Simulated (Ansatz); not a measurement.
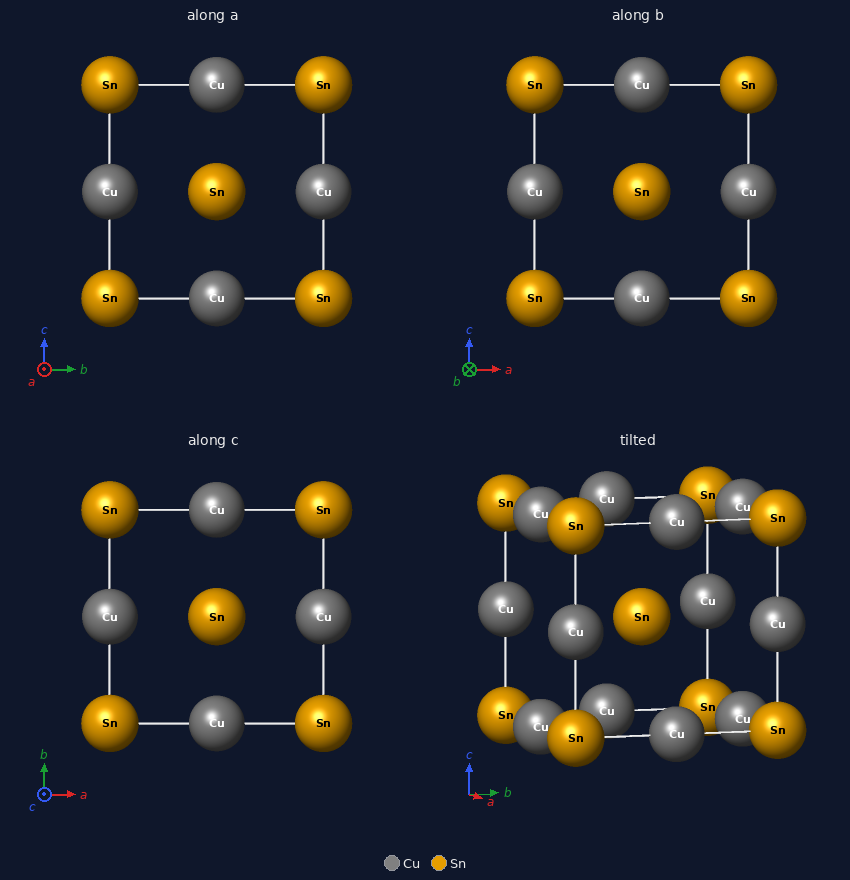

A spheres-only rendering, viewed along the a axis, along the b axis, along the c axis and slightly off an axis. Lines trace the edges of the conventional unit cell.

Lattice parameters: a = 4.850 Å, b = 4.850 Å, c = 4.850 Å, α = 90.00°, β = 90.00°, γ = 90.00°.

**Put the structure into a table of Wyckoff sites.**

Space group Pm-3m (No. 221).
```csv
atom,site,x,y,z
Cu,3d,0.5000,0.0000,0.0000
Sn,1a,0.0000,0.0000,0.0000
Sn,1b,0.5000,0.5000,0.5000
```

Starting structure: a random cell made by a generator, so it need not be a real form of the compound. Earlier steps of the study may have refined or changed the cell and positions. It was run through Ansatz as a DFT input.
